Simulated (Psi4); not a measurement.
# HF/aug-cc-pVTZ run of CF+ (SMILES [C+]F)

Aim: the vertical ionisation energy of CF+ at HF/aug-cc-pVTZ, from 2 runs. 

Program for the calculation: Psi4 1.11.

3 further runs of the same task are left out: 1 that didn't finish, 2 set aside as unsound or not needed.

## Step 1: Starting point

The species is CF+ (2 atoms), meant as a singlet with charge +1. As SMILES, `[C+]F`. The shape is that of a PBE0-D4/def2-TZVP optimisation.

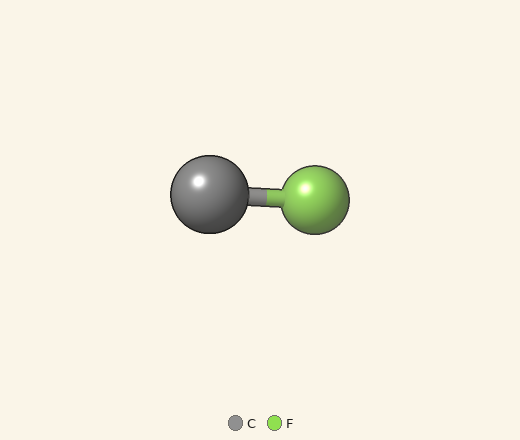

Viewed from a chosen angle; carbon grey, fluorine green.

## Step 2: The energy at HF/aug-cc-pVTZ

Input file calc.dat:

```
memory 2.2 GB

molecule system {
  1 1
  C      0.492270    -0.160830     0.253170
  F     -0.492270     0.160830    -0.253170
  symmetry c1
  no_reorient
  no_com
}

set basis aug-cc-pVTZ
set puream true
set e_convergence 1e-09
set d_convergence 1e-08
set scf_type pk

E, wfn = energy("hf", return_wfn=True)
oeprop(wfn, "QUADRUPOLE", "DIPOLE", "MAYER_INDICES")
print_variables()
```

Launch:

```
psi4 -i calc.dat -o calc.out -n 1
```

calc.out:

```text
[...]
  Running in c1 symmetry.
[...]
  Nuclear repulsion =   24.785948803402469
[...]
  Multiplicity = 1
[...]
  Nalpha       = 7
  Nbeta        = 7
[...]
    Number of basis functions: 92
[...]
   @RHF iter   1:  -136.84607592437669   -1.11724e-01   3.44600e-03 ADIIS/DIIS
[...]
   @RHF iter   9:  -136.90141116561074   -4.95390e-11   7.51057e-09 DIIS
[...]
    Orbital Energies [Eh]
    ---------------------
    Doubly Occupied:
       1A    -26.858862     2A    -11.880204     3A     -2.224424
       4A     -1.374819     5A     -1.200654     6A     -1.200654
       7A     -0.973107
[...]
  @RHF Final Energy:  -136.90141116561074
   => Energetics <=
    Nuclear Repulsion Energy =             24.7859488034024693
    One-Electron Energy =                -231.9492703117849430
    Two-Electron Energy =                  70.2619103427717278
    Total Energy =                       -136.9014111656107389
[...]
 Multipole Moments:
 ------------------------------------------------------------------------------------
     Multipole            Electronic (a.u.)      Nuclear  (a.u.)        Total (a.u.)
 ------------------------------------------------------------------------------------
 L = 1.  Multiply by 2.5417464519 to convert [e a0] to [Debye]
 Dipole X            :          3.0465493           -2.7907664            0.2557828
 Dipole Y            :         -0.9953410            0.9117740           -0.0835670
 Dipole Z            :          1.5668127           -1.4352659            0.1315468
 Magnitude           :                                                    0.2995211
 L = 2.  Multiply by 1.3450342976 to convert [e a0^2] to [Debye ang]
 Quadrupole XX       :        -18.7569463           12.9806289           -5.7763174
 Quadrupole XY       :          4.2732461           -4.2409136            0.0323325
[...]
```

Run time: 6.6 s. Hardware: 1 thread of Intel Xeon at 2.50GHz (Skylake/Cascade Lake), shared host; peak memory 0.35 GiB.

## Step 3: Doublet [CF]2+: energy and gradient at UHF/aug-cc-pVTZ

Input file calc.in:

```
memory 2.2 GB

molecule {
  2 2
  C
  F 1 1.152894
  symmetry c1
}

set {
  basis aug-cc-pVTZ
  reference uhf
  puream true
  e_convergence 1e-09
  d_convergence 1e-08
  scf_type pk
  maxiter 100
}

energy_value, wavefunction = gradient("scf", return_wfn=True)
```

Launch:

```
psi4 -i calc.in -o calc.out -n 1
```

calc.out:

```text
[...]
  Running in c1 symmetry.
[...]
  Nuclear repulsion =   24.785946822674067
[...]
  Multiplicity = 2
[...]
  Nalpha       = 7
  Nbeta        = 6
[...]
    Number of basis functions: 92
[...]
   @UHF iter   1:  -135.82352266038384    9.10829e-01   5.62676e-03 ADIIS/DIIS
[...]
   @UHF iter  13:  -135.98363472698850   -1.38130e-11   4.25007e-09 DIIS
[...]
   @S^2 Observed:                7.735156241E-01
[...]
    Orbital Energies [Eh]
    ---------------------
    Alpha Occupied:
       1A    -27.303996     2A    -12.498489     3A     -2.633008
       4A     -1.787910     5A     -1.586461     6A     -1.581717
       7A     -1.581717
    Alpha Virtual:
       8A     -0.750005     9A     -0.750005    10A     -0.378263
      11A     -0.313253    12A     -0.279461    13A     -0.279461
      14A     -0.216823    15A     -0.200885    16A     -0.200885
      17A     -0.163566    18A     -0.163566    19A     -0.155141
      20A     -0.080949    21A     -0.080949    22A     -0.069329
      23A     -0.015742    24A      0.009452    25A      0.009452
[...]
  @UHF Final Energy:  -135.98363472698850
   => Energetics <=
    Nuclear Repulsion Energy =             24.7859468226740667
    One-Electron Energy =                -225.2057669961177737
    Two-Electron Energy =                  64.4361854464551982
    Total Energy =                       -135.9836347269884982
  UHF NO Occupations:
  HONO-2 :    5  A 1.9942342
  HONO-1 :    6  A 1.9942342
[...]
 Multipole Moments:
 ------------------------------------------------------------------------------------
     Multipole            Electronic (a.u.)      Nuclear  (a.u.)        Total (a.u.)
 ------------------------------------------------------------------------------------
 L = 1.  Multiply by 2.5417464519 to convert [e a0] to [Debye]
 Dipole X            :          0.0000000            0.0000000            0.0000000
 Dipole Y            :         -0.0000000            0.0000000           -0.0000000
 Dipole Z            :         -1.4841745           -0.4210233           -1.9051978
 Magnitude           :                                                    1.9051978
[...]
  -Total Gradient:
     Atom            X                  Y                   Z
    ------   -----------------  -----------------  -----------------
       1       -0.000000000000     0.000000000000    -0.117160049911
       2        0.000000000000    -0.000000000000     0.117160049911
[...]
```

Run time: 19 s. Hardware: 1 thread of Intel Xeon at 2.50GHz (Skylake/Cascade Lake), shared host; peak memory 0.35 GiB.

## Step 4: What came out

Level: HF/aug-cc-pVTZ.

| quantity | value |
| --- | --- |
| singlet CF+: total energy | -136.90141 Eh |
| singlet CF+: HOMO energy | -26.48 eV |
| singlet CF+: LUMO energy | -7.42 eV |
| singlet CF+: HOMO–LUMO gap | 19.06 eV |
| doublet [CF]2+: total energy | -135.98363 Eh |
| doublet [CF]2+: HOMO energy (highest over α and β) | -43.04 eV |
| doublet [CF]2+: LUMO energy (lowest over α and β) | -23.56 eV |
| doublet [CF]2+: ⟨S²⟩ | 0.774 |
| doublet [CF]2+: largest force on an atom | 6.025 eV/Å |
| vertical ionisation energy (to the doublet dication) | 24.974 eV |

**Reading.** The vertical ionisation energy comes to 24.97 eV (576 kcal/mol). The negative HOMO energy of the first species, 26.48 eV, lies 1.51 eV above that difference.
